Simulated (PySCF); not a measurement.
CH2, SMILES [CH2] (connectivity only; charge and spin as stated), neutral, multiplicity 1.

The structure is a stationary point at B3LYP-D3(BJ)/def2-TZVPD. The isomer is the one that the SMILES or the coordinates give; other isomers of the formula were not compared.

Lowest vertical singlet excitation by several levels in PySCF, with rough processor times relative to the cheapest run on one machine. Each run also gave further roots (ADC and EOM-CCSD ionised and attached states too); roots are paired by order and the bases differ. EOM-CCSD serves as a yardstick, not as the true value; all levels that ended soundly for this molecule are listed, with differences from unrounded values.

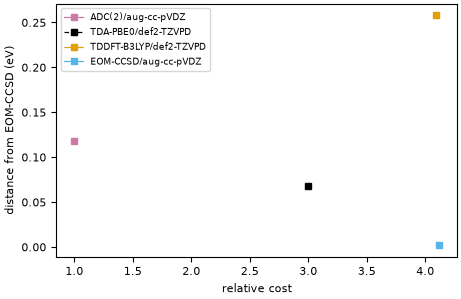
Fig. 1. Cost against distance from EOM-CCSD for the lowest singlet.

| level | relative cost | S1 (eV) | S1 minus EOM-CCSD (eV) |
|---|---|---|---|
| ADC(2)/aug-cc-pVDZ | 1 | 1.62 | -0.12 |
| TDA-PBE0/def2-TZVPD | 3 | 1.67 | -0.07 |
| TDDFT-B3LYP/def2-TZVPD | 4 | 1.48 | -0.26 |
| EOM-CCSD/aug-cc-pVDZ | 4 | 1.74 | 0.00 |

### Question
Which is the cheapest level here that lands within 0.5 eV of EOM-CCSD?

### Answer
ADC(2)/aug-cc-pVDZ, at about 24 % of the cost of EOM-CCSD.
